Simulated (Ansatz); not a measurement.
**BrH4NSi···H2: density, localisation and related maps**

Input

```
crystal:
  periodic: [false, false, false]
  atoms:
    - {symbol: Si, position_ang: [-1.184415, -0.536371, 0.391572]}
    - {symbol: H, position_ang: [3.059499, 0.895670, -0.280591]}
    - {symbol: H, position_ang: [-1.725316, -1.774644, -0.206741]}
    - {symbol: H, position_ang: [-2.191717, 0.240577, 1.143614]}
    - {symbol: N, position_ang: [-0.559482, 0.441646, -0.852150]}
    - {symbol: H, position_ang: [2.543985, 0.517483, 0.105931]}
    - {symbol: Br, position_ang: [0.314311, -1.212906, 1.918871]}
    - {symbol: H, position_ang: [-0.285198, 1.391544, -0.656547]}
    - {symbol: H, position_ang: [0.028233, 0.037200, -1.564058]}
basis:
  gaussian: {orbitals: def2-TZVPP}
hamiltonian: {xc: pbe0, dispersion: d4}
output: {orbitals: {seedname: orbitals}}
```

Run with:

```sh
ansatz run in.yaml --threads 4 --pin off --events-out ev --progress --plain --max-ram 9574MiB
```

The product side of a reaction path; geometry: PBE0-D4/def2-TZVP; a saddle point, not a minimum.

Theory: RKS PBE0-D4/def2-TZVPP (Ansatz).

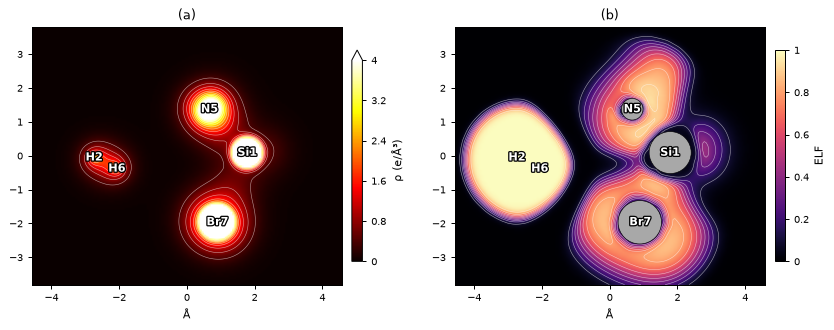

Figure 1. (a) total electron density; (b) ELF on the plane of atoms N5, Si1 and Br7. Grey discs cover the atomic cores in the ELF map.

**Describe what can be read from this map.**

The section cuts through Si, H, N and Br sites.
Br7···H6 (3.35 Å): the density falls to about 0.02 e/Å³ on the way; the ELF dips to about 0 between them; a weak contact between the two molecules.
Si–N (1.70 Å): ρ at the midpoint is about 1.2 e/Å³; the ELF peaks at about 0.90 between the atoms: a polar covalent bond.
Si–Br (2.24 Å): ρ at the midpoint is about 0.75 e/Å³; the ELF peaks at about 0.85 between the atoms (a shared but strongly polarised pair).
H–H (0.75 Å): ρ at the midpoint is about 1.8 e/Å³; the ELF peaks at about 1 between the atoms.
The ELF also peaks beside Br7 and N5, away from the bonds: lone-pair regions.

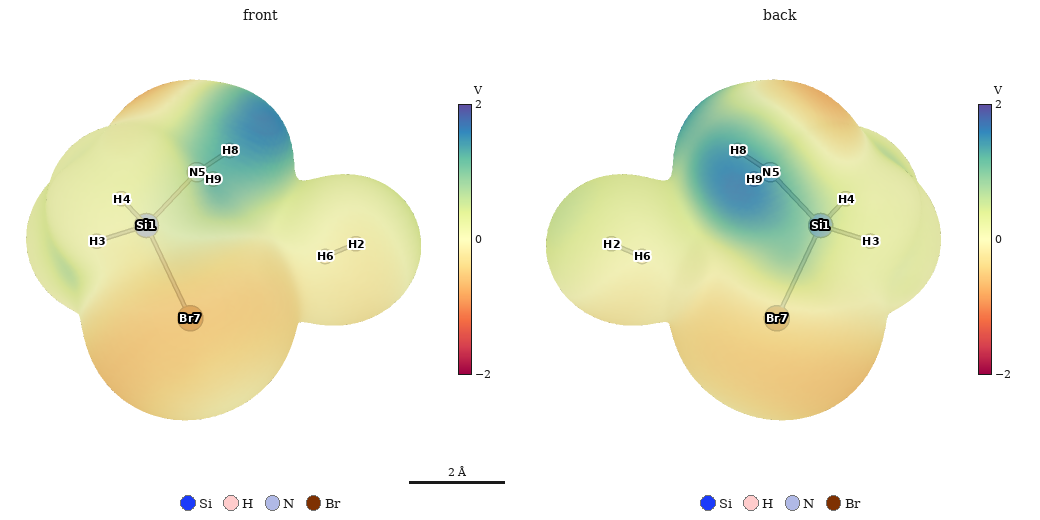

Figure 2. The electrostatic potential painted on the density surface at 0.001 e/bohr³, seen from the front and from behind; red is negative and blue positive.

**Which sites attract a positive test charge, and which a negative one?**

A positive charge is drawn to the negative regions and a negative charge to the positive ones. The most negative region (about −0.7 V) lies over N5, the most positive (about +1.6 V) over H8 and H9.

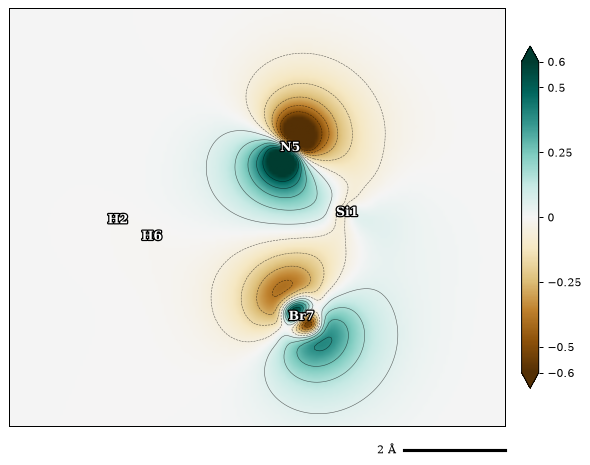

Figure 3. The HOMO on the plane of atoms N5, Si1 and Br7 (values in Å⁻³ᐟ²; the overall sign is arbitrary).

**Describe this orbital and give its energy.**

It lies mainly on N5 (about 50 %) and Br7 (about 35 %); largely a combination of lone pairs on N5 and Br7. Its energy is −7.95 eV.
